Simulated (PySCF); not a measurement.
**GaBrClF (SMILES [F][Ga]([Cl])[Br]) at SVWN5/cc-pVTZ**

What is the vertical ionisation energy of GaBrClF at SVWN5/cc-pVTZ? The job is set up through a Python script.

The results are computed with PySCF 2.14.0.

### Step 1. The system as given

The species is GaBrClF (4 atoms), meant as a singlet with charge 0. SMILES: `[F][Ga]([Cl])[Br]`. Geometry: relaxed at PBE0-D4/def2-TZVP.

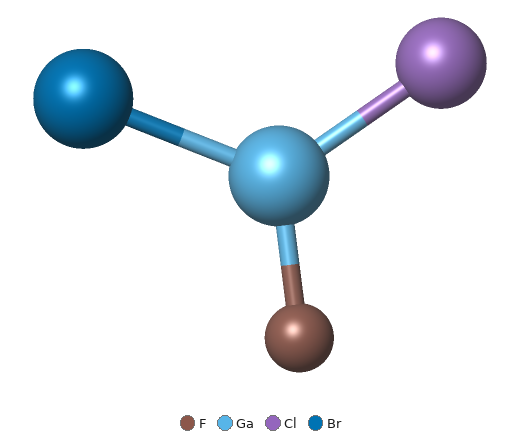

The structure, seen from a chosen angle (fluorine brown, gallium blue, chlorine purple, bromine blue).

### Step 2. A single-point energy at SVWN5/cc-pVTZ

The input, start.xyz:

```xyz
4

F     -1.168700    -0.639800     1.230800
Ga    -0.032500    -0.039300     0.065300
Cl     1.990300    -0.577100     0.310100
Br    -0.789000     1.256300    -1.606200
```

The input, run.py:

```python
from pyscf import gto, dft

mol = gto.M(
    atom='start.xyz',
    charge=0,
    spin=0,
    verbose=3,
    basis='cc-pvtz',
    max_memory=1860,
)

calc0 = dft.RKS(mol)
calc0.xc = 'svwn'
calc0.conv_tol = 1e-10
calc0.grids.level = 4
calc0.kernel()
if not calc0.converged:
    calc0 = calc0.newton().run(calc0.mo_coeff, calc0.mo_occ)

energy = calc0.e_tot
print('E(%s) = %.9f' % ('SVWN5', energy))
```

Run with:

```sh
OMP_NUM_THREADS=1 python run.py
```

The log of the run:

```text
converged SCF energy = -5050.68663655745
E(SVWN5) = -5050.686636557
```

It took 19 s on 1 thread of Arm Neoverse V2, shared host; peak memory 0.77 GiB.

### Step 3. The doublet cation at the same level

The input, run.py:

```python
from pyscf import gto, dft

mol = gto.M(
    atom='''
F     -2.208523    -1.209047     2.325875
Ga    -0.061416    -0.074266     0.123399
Cl     3.761122    -1.090561     0.586004
Br    -1.490994     2.374063    -3.035278
''',
    unit='bohr',
    basis='cc-pvtz',
    verbose=3,
    spin=1,
    charge=1,
    max_memory=1860,
)

mf = dft.UKS(mol)
mf.xc = 'svwn'
mf.conv_tol = 1e-10
mf.grids.level = 4
mf.kernel()
if not mf.converged:
    mf = mf.newton().run(mf.mo_coeff, mf.mo_occ)

e_tot = mf.e_tot
print('E(%s) = %.9f' % ('SVWN5', e_tot))
```

Run with:

```sh
OMP_NUM_THREADS=1 python run.py
```

The log of the run:

```text
SCF not converged.
SCF energy = -5050.27337374337 after 50 cycles  <S^2> = 0.75117672  2S+1 = 2.0011764
converged SCF energy = -5050.27337374574  <S^2> = 0.7511767  2S+1 = 2.0011764
E(SVWN5) = -5050.273373746
```

It took 56 s on 1 thread of Arm Neoverse V2, shared host; peak memory 0.8 GiB.

### Step 4. Results

Level: SVWN5/cc-pVTZ.

| quantity | value |
| --- | --- |
| singlet GaBrClF: total energy | -5050.68664 Eh |
| singlet GaBrClF: dipole moment | 1.03 D |
| singlet GaBrClF: HOMO energy | -8.04 eV |
| singlet GaBrClF: LUMO energy | -3.39 eV |
| singlet GaBrClF: HOMO–LUMO gap | 4.66 eV |
| doublet cation: total energy | -5050.27337 Eh |
| doublet cation: HOMO energy (highest over α and β) | -14.43 eV |
| doublet cation: LUMO energy (lowest over α and β) | -14.37 eV |
| doublet cation: ⟨S²⟩ | 0.751 |
| vertical ionisation energy (to the doublet cation) | 11.245 eV |

In words: Removing an electron at fixed nuclei costs 11.25 eV (1085 kJ/mol). −ε(HOMO) before ionisation, 8.04 eV, is 3.20 eV below this ionisation energy.
